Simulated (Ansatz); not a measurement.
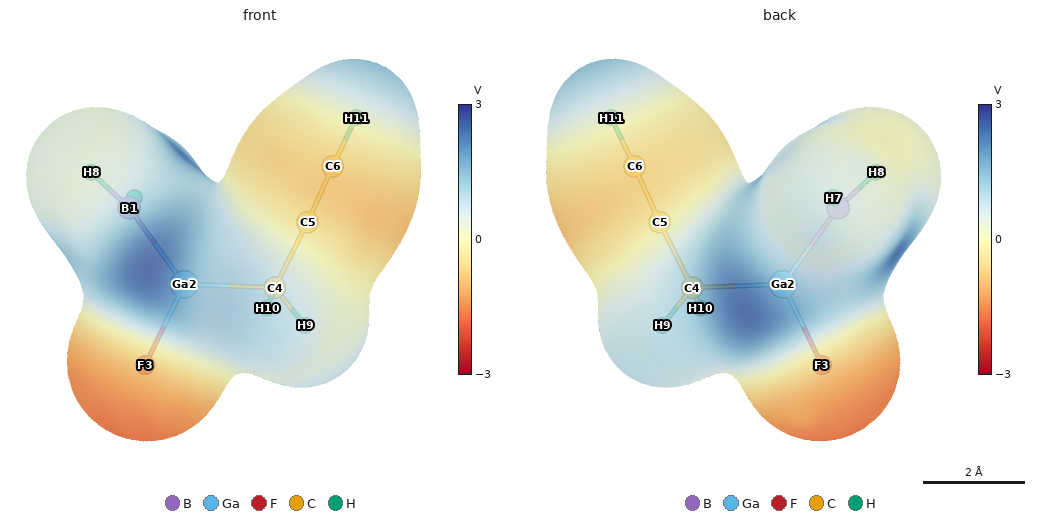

*C3H5BFGa (SMILES [BH2][Ga]([F])[CH2]C#C). The electrostatic potential painted on the density surface at 0.002 e/bohr³, seen from the front and from behind; red is negative and blue positive.*

Theory: RKS B3LYP/def2-SVP in Ansatz 0.2.0.

```tsv
atom	x (Å)	y (Å)	z (Å)
B	-1.5675	-0.4094	1.6976
Ga	0.4190	-0.4737	1.0475
F	0.9546	-1.9943	0.2943
C	1.9263	0.8428	1.0797
C	1.5585	2.0813	1.7389
C	1.2023	3.0973	2.3006
H	-2.4532	-0.0425	0.9670
H	-1.8697	-0.7431	2.8161
H	2.2295	1.0100	0.0313
H	2.7765	0.3468	1.5796
H	0.9109	4.0054	2.7933
```

> Which sites attract a positive test charge, and which a negative one?

A positive charge is drawn to the negative regions and a negative charge to the positive ones. The most negative region (about −1.6 V, or −37 kcal/mol for a unit charge) lies over F3, the most positive (about +2.6 V, or +60 kcal/mol for a unit charge) over Ga2.
